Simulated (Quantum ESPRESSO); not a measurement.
# Collinear magnetic orders of MnO2 with Quantum ESPRESSO

Does MnO2 prefer parallel or opposed moments, or none?

Calculated with Quantum ESPRESSO 7.5; PBEsol with U = 3.2 eV on Mn d (ortho-atomic projectors); plane waves with GBRV 1.5 PBEsol potentials, no spin-orbit coupling.

### 1. The structure

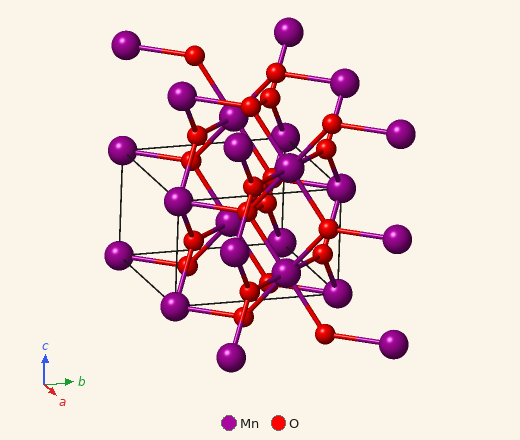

Start, viewed slightly off an axis; manganese purple, oxygen red. 2×1×2 cells are drawn. Some periodic images of atoms are drawn too.

The cell comes from Materials Project 2023-11-01, a database of computed structures, and need not be the stable phase.

### 2. Run 1 (ferro ++)

The signs are those of the starting moments on the seeded atoms, the atoms that are given a moment.

pw.in reads:

```
&CONTROL
  calculation = 'scf'
  prefix = 'pwscf'
  outdir = './tmp'
  pseudo_dir = './pseudo'
  disk_io = 'nowf'
/
&SYSTEM
  ibrav = 0
  celldm(1) = 8
  nat = 6
  ntyp = 2
  ecutwfc = 40
  ecutrho = 280
  nbnd = 42
  occupations = 'smearing'
  smearing = 'fd'
  degauss = 0.00734986
  nspin = 2
  starting_magnetization(1) = 0.3
  starting_magnetization(2) = 0
/
&ELECTRONS
  conv_thr = 1.2d-08
  electron_maxstep = 150
  mixing_beta = 0.3
/
ATOMIC_SPECIES
Mn     54.9380 mn_pbesol_v1.5.uspp.F.UPF
O      15.9990 o_pbesol_v1.2.uspp.F.UPF
CELL_PARAMETERS alat
   1.0229503181482    0.0000000000000    0.0000000000000
   0.0000000000000    1.0540686035934    0.0000000000000
   0.0000000000000    0.0000000000000    0.6761621487619
ATOMIC_POSITIONS crystal
Mn      0.0000000000    0.0000000000    0.0000000000
Mn      0.5000000000    0.5000000000    0.5000000000
O       0.7860076400    0.1770373300    0.5000000000
O       0.7139923600    0.6770373300    0.0000000000
O       0.2860076400    0.3229626700    0.0000000000
O       0.2139923600    0.8229626700    0.5000000000
K_POINTS automatic
8 8 8 0 0 0
HUBBARD {ortho-atomic}
U Mn-3d 3.2000
```

Run with:

```
OMP_NUM_THREADS=1 mpirun -n 2 pw.x -nk 2 -in pw.in > pw.out
```

The log of the run:

```text
Program PWSCF v.7.5 starts

     Message from routine setup:
     using ibrav=0 with symmetry is DISCOURAGED, use correct ibrav instead

     K-points division:     npool     =       2
     Subspace diagonalization in iterative solution of the eigenvalue problem:

     G-vector sticks info
     --------------------
     sticks:   dense  smooth     PW     G-vecs:    dense   smooth      PW
     Sum        1543     877    285                29571    12761    2277

     Using Slab Decomposition

     bravais-lattice index     =            0
     lattice parameter (alat)  =       8.0000  a.u.
     unit-cell volume          =     373.2882 (a.u.)^3
     number of atoms/cell      =            6
     number of atomic types    =            2
     number of electrons       =        54.00
     number of Kohn-Sham states=           42
     kinetic-energy cutoff     =      40.0000  Ry
     charge density cutoff     =     280.0000  Ry
     scf convergence threshold =      1.2E-08
     mixing beta               =       0.3000
     number of iterations used =            8  plain     mixing
     Exchange-correlation= SLA  PW   PSX  PSC
                           (   1   4  10   8   0   0   0)
     Hubbard projectors: ortho-atomic
     Hubbard parameters of DFT+U (Dudarev formulation) in eV:
     U(Mn-3d) =  3.2000

     Internal variables: lda_plus_u =T, lda_plus_u_kind = 0

     Internal variables: orbital_resolved =F, hub_pot_fix =F, apply_U = F

     celldm(1)=   8.000000  celldm(2)=   0.000000  celldm(3)=   0.000000
     celldm(4)=   0.000000  celldm(5)=   0.000000  celldm(6)=   0.000000

     crystal axes: (cart. coord. in units of alat)
               a(1) = (   1.022950   0.000000   0.000000 )
               a(2) = (   0.000000   1.054069   0.000000 )
               a(3) = (   0.000000   0.000000   0.676162 )

     reciprocal axes: (cart. coord. in units 2 pi/alat)
               b(1) = (  0.977565  0.000000  0.000000 )
               b(2) = (  0.000000  0.948705  0.000000 )
               b(3) = (  0.000000  0.000000  1.478935 )

     PseudoPot. # 1 for Mn read from file:
     mn_pbesol_v1.5.uspp.F.UPF
     Pseudo is Ultrasoft + core correction, Zval = 15.0
     Generated by new atomic code, or converted to UPF format
     Using radial grid of  859 points,  6 beta functions with:
                l(1) =   0
                l(2) =   0
                l(3) =   1
                l(4) =   1
                l(5) =   2
                l(6) =   2
     Q(r) pseudized with  8 coefficients,  rinner =    0.950   0.950   0.950
                                                       0.950   0.950

     PseudoPot. # 2 for O  read from file:
     o_pbesol_v1.2.uspp.F.UPF
     Pseudo is Ultrasoft + core correction, Zval =  6.0
     Generated by new atomic code, or converted to UPF format
     Using radial grid of  737 points,  5 beta functions with:
                l(1) =   0
                l(2) =   0
                l(3) =   1
                l(4) =   1
                l(5) =   2
     Q(r) pseudized with  8 coefficients,  rinner =    0.900   0.900   0.900
                                                       0.900   0.900

     atomic species   valence    mass     pseudopotential
     Mn               15.00    54.93800     Mn( 1.00)
     O                 6.00    15.99900     O ( 1.00)

     Starting magnetic structure
     atomic species   magnetization
     Mn              0.300
     O               0.000

      8 Sym. Ops., with inversion, found ( 4 have fractional translation)

   Cartesian axes

     site n.     atom                  positions (alat units)
         1        Mn     tau(   1) = (   0.0000000   0.0000000   0.0000000  )
         2        Mn     tau(   2) = (   0.5114752   0.5270343   0.3380811  )
         3        O      tau(   3) = (   0.8040468   0.1866095   0.3380811  )
         4        O      tau(   4) = (   0.7303787   0.7136438   0.0000000  )
         5        O      tau(   5) = (   0.2925716   0.3404248   0.0000000  )
         6        O      tau(   6) = (   0.2189036   0.8674591   0.3380811  )

     number of k points=   125  Fermi-Dirac smearing, width (Ry)=  0.0073

     Number of k-points >= 100: set verbosity='high' to print them.

     Dense  grid:    29571 G-vectors     FFT dimensions: (  48,  48,  30)

     Smooth grid:    12761 G-vectors     FFT dimensions: (  36,  36,  24)

     Check: negative core charge=   -0.000046
     Generating pointlists ...
     new r_m :   0.1831 (alat units)  1.4648 (a.u.) for type    1
     new r_m :   0.1831 (alat units)  1.4648 (a.u.) for type    2

     Initial potential from superposition of free atoms

     starting charge      52.9998, renormalised to      54.0000

     STARTING HUBBARD OCCUPATIONS:

     =================== HUBBARD OCCUPATIONS ===================
     ------------------------ ATOM    1 ------------------------
     Tr[ns(  1)] (up, down, total) =   5.00000  0.00000  5.00000
     Atomic magnetic moment for atom   1 =   5.00000
     [... lines left out ...]
     ------------------------ ATOM    2 ------------------------
     Tr[ns(  2)] (up, down, total) =   5.00000  0.00000  5.00000
     Atomic magnetic moment for atom   2 =   5.00000
     [... lines left out ...]
     Number of occupied Hubbard levels =   10.0000

     Atomic wfc used for Hubbard projectors are orthogonalized

     Starting wfcs are   42 randomized atomic wfcs

     Self-consistent Calculation

     iteration #  1     ecut=    40.00 Ry     beta= 0.30
     Davidson diagonalization with overlap
     ethr =  1.00E-02,  avg # of iterations =  5.2

     =================== HUBBARD OCCUPATIONS ===================
     ------------------------ ATOM    1 ------------------------
     Tr[ns(  1)] (up, down, total) =   3.55304  0.37693  3.92997
     Atomic magnetic moment for atom   1 =   3.17611
     [... lines left out ...]
     ------------------------ ATOM    2 ------------------------
     Tr[ns(  2)] (up, down, total) =   3.55304  0.37693  3.92997
     Atomic magnetic moment for atom   2 =   3.17611
     [... lines left out ...]
     Number of occupied Hubbard levels =    7.8599

     total energy              =    -549.95597456 Ry
     estimated scf accuracy    <       4.37027167 Ry

     total magnetization       =     6.00 Bohr mag/cell
     absolute magnetization    =     6.72 Bohr mag/cell

     iteration #  2     ecut=    40.00 Ry     beta= 0.30
     Davidson diagonalization with overlap
     ethr =  8.09E-03,  avg # of iterations =  1.5

     total energy              =    -550.72100649 Ry
     estimated scf accuracy    <       0.84037437 Ry

     total magnetization       =     6.13 Bohr mag/cell
     absolute magnetization    =     7.09 Bohr mag/cell

     iteration #  3     ecut=    40.00 Ry     beta= 0.30
     Davidson diagonalization with overlap
     ethr =  1.56E-03,  avg # of iterations =  1.1

     negative rho (up, down):  0.000E+00 1.982E-04

     total energy              =    -550.83508738 Ry
     estimated scf accuracy    <       0.18975116 Ry

     total magnetization       =     6.00 Bohr mag/cell
     absolute magnetization    =     6.86 Bohr mag/cell

     [... further iterations left out ...]

     iteration # 12     ecut=    40.00 Ry     beta= 0.30
     Davidson diagonalization with overlap
     ethr =  3.55E-09,  avg # of iterations =  1.2

     negative rho (up, down):  0.000E+00 2.454E-04

     total energy              =    -550.91613679 Ry
     estimated scf accuracy    <       0.00000060 Ry

     total magnetization       =     6.00 Bohr mag/cell
     absolute magnetization    =     6.73 Bohr mag/cell

     iteration # 13     ecut=    40.00 Ry     beta= 0.30
     Davidson diagonalization with overlap
     ethr =  1.12E-09,  avg # of iterations =  2.0

     negative rho (up, down):  0.000E+00 2.461E-04

     total energy              =    -550.91613742 Ry
     estimated scf accuracy    <       0.00000018 Ry

     total magnetization       =     6.00 Bohr mag/cell
     absolute magnetization    =     6.73 Bohr mag/cell

     iteration # 14     ecut=    40.00 Ry     beta= 0.30
     Davidson diagonalization with overlap
     ethr =  3.26E-10,  avg # of iterations =  1.0

     negative rho (up, down):  0.000E+00 2.459E-04

     total energy              =    -550.91613751 Ry
     estimated scf accuracy    <       0.00000002 Ry

     total magnetization       =     6.00 Bohr mag/cell
     absolute magnetization    =     6.73 Bohr mag/cell

     iteration # 15     ecut=    40.00 Ry     beta= 0.30
     Davidson diagonalization with overlap
     ethr =  4.27E-11,  avg # of iterations =  2.0

     negative rho (up, down):  0.000E+00 2.458E-04

     Magnetic moment per site  (integrated on atomic sphere of radius R)
     atom   1 (R=0.183)  charge= 11.6214  magn=  2.6555
     atom   2 (R=0.183)  charge= 11.6214  magn=  2.6555
     atom   3 (R=0.183)  charge=  5.2105  magn= -0.0462
     atom   4 (R=0.183)  charge=  5.2105  magn= -0.0462
     atom   5 (R=0.183)  charge=  5.2105  magn= -0.0462
     atom   6 (R=0.183)  charge=  5.2105  magn= -0.0462

     End of self-consistent calculation

     =================== HUBBARD OCCUPATIONS ===================
     ------------------------ ATOM    1 ------------------------
     Tr[ns(  1)] (up, down, total) =   4.04209  0.98677  5.02887
     Atomic magnetic moment for atom   1 =   3.05532
     [... lines left out ...]
     ------------------------ ATOM    2 ------------------------
     Tr[ns(  2)] (up, down, total) =   4.04209  0.98677  5.02887
     Atomic magnetic moment for atom   2 =   3.05532
     [... lines left out ...]
     Number of occupied Hubbard levels =   10.0577

     Number of k-points >= 100: set verbosity='high' to print the bands.

     the Fermi energy is    10.5750 ev

!    total energy              =    -550.91613758 Ry
     estimated scf accuracy    <          2.1E-09 Ry
     smearing contrib. (-TS)   =      -0.00148353 Ry
     internal energy E=F+TS    =    -550.91465405 Ry

     The total energy is F=E-TS. E is the sum of the following terms:
     one-electron contribution =    -260.22232383 Ry
     hartree contribution      =     157.34688519 Ry
     xc contribution           =     -81.28607579 Ry
     ewald contribution        =    -367.05426134 Ry
     Hubbard energy            =       0.30112171 Ry

     total magnetization       =     6.00 Bohr mag/cell
     absolute magnetization    =     6.73 Bohr mag/cell

     convergence has been achieved in  15 iterations

=------------------------------------------------------------------------------=
   JOB DONE.
=------------------------------------------------------------------------------=
```

Elapsed: 2.7 min, on 2 MPI ranks of Intel Xeon Platinum 8488C (Sapphire Rapids), shared host; peak memory 0.52 GiB.

Spin moment in the atom's sphere by atom:

```tsv
atom	spin moment in the atom's sphere (μB)
Mn1	2.66
Mn2	2.66
O3	-0.05
O4	-0.05
O5	-0.05
O6	-0.05
```

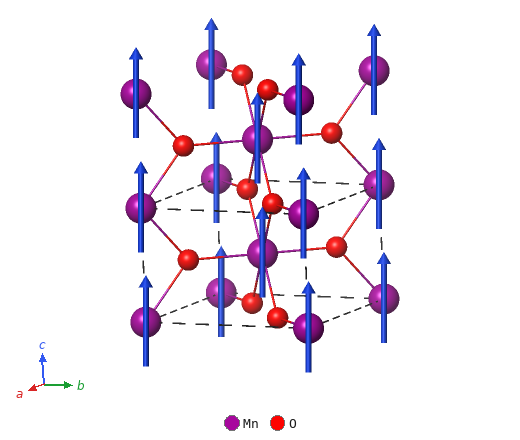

Spin moment in the atom's sphere as arrows, the longest 2.66 μB. Up and down stand for the sign. Arrows give size and sign along the axis of quantisation, drawn up and down the page. 1×1×2 cells are drawn. Some periodic images of atoms are drawn too.

Numbers from this step:

* smearing term TS: 0.02018 eV
* magnetization: 6.004 μB
* absolute magnetization: 6.729 μB
* final state: ferromagnetic

[end of part 1 of 2]

[Logs and program files are shortened in this print: banners, set-up blocks, solver, clock and traceback lines can be left out without a mark of their own.]

[Logs are printed without paths, hosts, clocks, repeated set-up lines and the standing remarks that a program may print on its own settings, such as how far it seeks lower states.]

[Hosts, paths, dates, database ids (printed as entryN), source tags and the programs' standing remarks are cut or masked in the printed files.]

[Where a cell is said to come from a database of computed structures, the database is the Materials Project.]
